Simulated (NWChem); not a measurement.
# One shape, several levels: doublet [C4H6]+

Wanted: a comparison of 5 runs (UHF/STO-3G, UHF/3-21G, UB3LYP/6-31G*, UM06-2X/cc-pVDZ) of doublet [C4H6]+. 

Program for the calculation: NWChem 7.3.0.

24 further runs of the same task are left out: 24 set aside as unsound or not needed.

## (1) The structure to begin with

[C4H6]+ has 10 atoms, charge +1, and is taken as a doublet. SMILES of the parent species: `C#CCC`. The shape is that of a PBE0-D4/def2-TZVP optimisation. That shape belongs to the parent species and isn't relaxed for this state.

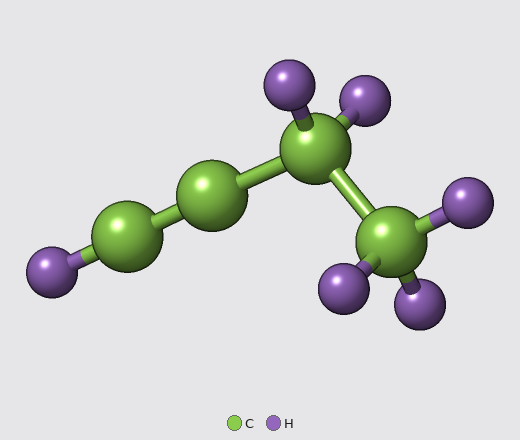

Viewed from a chosen angle; carbon green, hydrogen purple.

## (2) A single-point energy at UHF/STO-3G (run 1)

The input, mymol.nw:

```
echo
start mymol
memory total 2200 mb
charge 1

geometry units angstroms noautosym nocenter noautoz
 C    -0.710750    1.680210   -1.381330
 C    -0.058400    0.889370   -0.756470
 C     0.705410   -0.079680    0.011620
 C    -0.176980   -0.989860    0.861700
 H    -1.283760    2.383410   -1.937480
 H     1.308110   -0.680710   -0.677310
 H     1.415170    0.455960    0.650710
 H     0.435830   -1.700320    1.420050
 H    -0.763300   -0.406590    1.573470
 H    -0.871330   -1.551790    0.235040
end

basis spherical bse
 * library STO-3G
end

scf
 doublet
 uhf
 thresh 1e-08
 maxiter 80
end

task scf energy
```

Launch:

```sh
nwchem mymol.nw > mymol.out
```

Log:

```text
[...]
  functions       =    26
[...]
  wavefunction    = UHF
[...]
         Total SCF energy =   -152.737166230342
      One electron energy =   -401.857044594602
      Two electron energy =    145.909891636553
 Nuclear repulsion energy =    103.209986727708
                       Sz =      0.5000
                 Sz(Sz+1) =      0.7500
                      S^2 =      0.7601
[...]
```

Run time: 6.6 s. Hardware: 1 thread of Intel Xeon 6975P-C (Granite Rapids), shared host; peak memory 0.1 GiB.

## (3) A single-point energy at UHF/3-21G (run 2)

The input, c4h6.xyz:

```xyz
10
C4H6
C     -0.710750     1.680210    -1.381330
C     -0.058400     0.889370    -0.756470
C      0.705410    -0.079680     0.011620
C     -0.176980    -0.989860     0.861700
H     -1.283760     2.383410    -1.937480
H      1.308110    -0.680710    -0.677310
H      1.415170     0.455960     0.650710
H      0.435830    -1.700320     1.420050
H     -0.763300    -0.406590     1.573470
H     -0.871330    -1.551790     0.235040
```

The input, run.py:

```python
from ase.io import read
from ase.calculators.nwchem import NWChem

mol = read('c4h6.xyz')

calc = NWChem(
    label='c4h6',
    theory='scf',
    memory='2200 mb',
    basis='3-21G',
    basispar='spherical bse',
    charge=1,
    scf={'nopen': '1', 'uhf': None, 'thresh': '1e-08', 'maxiter': '80', 'print': 'low'},
    task='energy',
)
mol.calc = calc

e = mol.get_potential_energy()
print(f"E = {e:.6f} eV")
```

Launch:

```sh
export ASE_NWCHEM_COMMAND="nwchem PREFIX.nwi > PREFIX.nwo"
python run.py
```

Log:

```text
E = -4182.578713 eV
```

The calculator wrote c4h6.nwi:

```
title "c4h6"

permanent_dir c4h6

scratch_dir c4h6

start c4h6

geometry units angstrom nocenter noautosym noautoz
  C  -7.1074999999999999e-01 1.6802100000000000e+00 -1.3813299999999999e+00
  C  -5.8400000000000001e-02 8.8936999999999999e-01 -7.5646999999999998e-01
  C  7.0540999999999998e-01 -7.9680000000000001e-02 1.1620000000000000e-02
  C  -1.7698000000000000e-01 -9.8985999999999996e-01 8.6170000000000002e-01
  H  -1.2837600000000000e+00 2.3834100000000000e+00 -1.9374800000000001e+00
  H  1.3081100000000001e+00 -6.8071000000000004e-01 -6.7730999999999997e-01
  H  1.4151700000000000e+00 4.5595999999999998e-01 6.5071000000000001e-01
  H  4.3583000000000000e-01 -1.7003200000000001e+00 1.4200500000000000e+00
  H  -7.6329999999999998e-01 -4.0659000000000001e-01 1.5734699999999999e+00
  H  -8.7133000000000005e-01 -1.5517900000000000e+00 2.3504000000000000e-01
end

charge 1

memory 2200 mb

basis spherical bse noprint
   * library 3-21G
end

scf
  nopen 1
  uhf
  thresh 1e-08
  maxiter 80
  print low
end

task scf energy
```

c4h6.nwo:

```text
Northwest Computational Chemistry Package (NWChem) 7.3.0
             --------------------------------------------------------

           Job information
           ---------------

    nwchem branch   = 7.3.0
    use scalapack   = T
    input           = c4h6.nwi
    prefix          = c4h6.
    data base       = c4h6/c4h6.db
    status          = startup
    nproc           =        1

           Memory information
           ------------------

[... 5 lines left out ...]
    hardfail = no
[... 37 lines left out ...]
            Nuclear Dipole moment (a.u.)
[... 69 lines left out ...]
 Forming initial guess at       0.0s

 Starting SCF solution at       0.0s

  ga_iter_lsolve: convergence stagnant ... aborting solve
  ga_iter_lsolve: convergence stagnant ... aborting solve

       Final UHF  results
       ------------------

         Total SCF energy =   -153.706933890178
      One electron energy =   -402.678783630830
      Two electron energy =    145.761863012945
 Nuclear repulsion energy =    103.209986727707

                       Sz =      0.5000
                 Sz(Sz+1) =      0.7500
                      S^2 =      0.7560

        Time for solution =      7.3s

 Task  times  cpu:        7.3s     wall:        7.3s
 Total times  cpu:        7.3s     wall:        7.3s
```

Wall time 8.4 s (1 thread of Intel Xeon 6975P-C (Granite Rapids), shared host); peak memory 0.1 GiB.

Runs 3 to 4 aren't shown in full; the table further down has their settings and results.

## (4) The energy at UM06-2X/cc-pVDZ (run 5)

The input, calc.nw:

```
start calc
memory 2200 mb
charge 1

geometry units atomic noautosym nocenter noautoz
 C     -1.34312284     3.17513673    -2.61033539
 C     -0.11036001     1.68066572    -1.42952112
 C      1.33303171    -0.15057338     0.02195862
 C     -0.33444373    -1.87056430     1.62837700
 H     -2.42595481     4.50399214    -3.66130657
 H      2.47196964    -1.28635547    -1.27993040
 H      2.67428372     0.86163952     1.22966369
 H      0.82359934    -3.21313912     2.68350558
 H     -1.44242795    -0.76834375     2.97342737
 H     -1.64657506    -2.93245810     0.44416123
end

basis spherical bse
 * library cc-pVDZ
end

dft
 xc m06-2x
 mult 2
 grid xfine
 convergence energy 1e-08
 maxiter 100
 mulliken
 print medium
end

task dft energy
```

Launch:

```sh
nwchem calc.nw > calc.out
```

Log:

```text
[...]
          Wavefunction type:  spin polarized.
          No. of atoms     :    10
          No. of electrons :    29
[...]
          Charge           :     1
          Spin multiplicity:     2
[...]
          AO basis - number of functions:    86
[...]
              XC Information
              --------------
                       M06-2X Method XC Functional
                     Hartree-Fock (Exact) Exchange  0.540
                        M06-2X Exchange Functional  1.000
                      M06-2X Correlation Potential  1.000
[...]
 d= 0,ls=0.0,diis     1   -155.4478481155 -2.59D+02  4.35D-03  1.46D-01     7.0
[...]
 d= 0,ls=0.0,diis    13   -155.5224096598 -1.38D-09  2.86D-07  1.45D-10    96.2
[...]
         Total DFT energy =     -155.522409659800
      One electron energy =     -404.560227019273
           Coulomb energy =      169.329852549630
    Exchange-Corr. energy =      -23.502014517395
 Nuclear repulsion energy =      103.209979327238
[...]
      Total Density - Mulliken Population Analysis
     ---------------------------------------------
    Atom       Charge   Shell Charges
 -----------   ------   -------------------------------------------------------
    1 C    6     6.10   2.01  0.70  0.90  1.93  0.52  0.03
    2 C    6     5.53   2.01  0.74  0.36  1.91  0.44  0.07
    3 C    6     6.05   2.01  0.67  0.34  2.13  0.84  0.06
    4 C    6     6.08   2.01  0.65  0.41  2.11  0.86  0.04
    5 H    1     0.89   0.70  0.15  0.03
    6 H    1     0.83   0.71  0.09  0.03
    7 H    1     0.83   0.71  0.09  0.03
    8 H    1     0.89   0.73  0.13  0.03
    9 H    1     0.90   0.74  0.14  0.03
   10 H    1     0.90   0.74  0.14  0.03
[...]
      <S2> =      0.7530 (Exact =     0.7500)
[...]
```

It took 97 s on 1 thread of Intel Xeon 6975P-C (Granite Rapids), shared host; peak memory 0.15 GiB.

## (5) All runs side by side

```csv
run,level,iteration cap,module,energy (Eh),HOMO energy (eV),LUMO energy (eV),⟨S²⟩,wall time
1,UHF/STO-3G,80,scf,-152.737166,-17.94,-6.89,0.760,6.6 s
2,UHF/3-21G,80,scf,-153.706934,–,–,0.756,8.4 s
3,UB3LYP/6-31G* (spherical functions),100,dft,-155.600113,-14.82,-12.65,0.752,45 s
4,UB3LYP/6-31G* (Cartesian functions),100,dft,-155.603313,-14.82,-12.65,0.752,50 s
5,UM06-2X/cc-pVDZ,100,dft,-155.522410,-16.35,-11.36,0.753,97 s
```

## (6) Outcome

| quantity | value |
| --- | --- |
| run 5: total energy | -155.52241 Eh |
| run 5: HOMO energy (highest over α and β) | -16.35 eV |
| run 5: LUMO energy (lowest over α and β) | -11.36 eV |
| run 5: ⟨S²⟩ | 0.753 |

**Reading.** Totals of different functionals can't be ranked against each other. In run 1 the basis is minimal, so the values are rough. All runs together took 3.4 min, the longest 97 s.
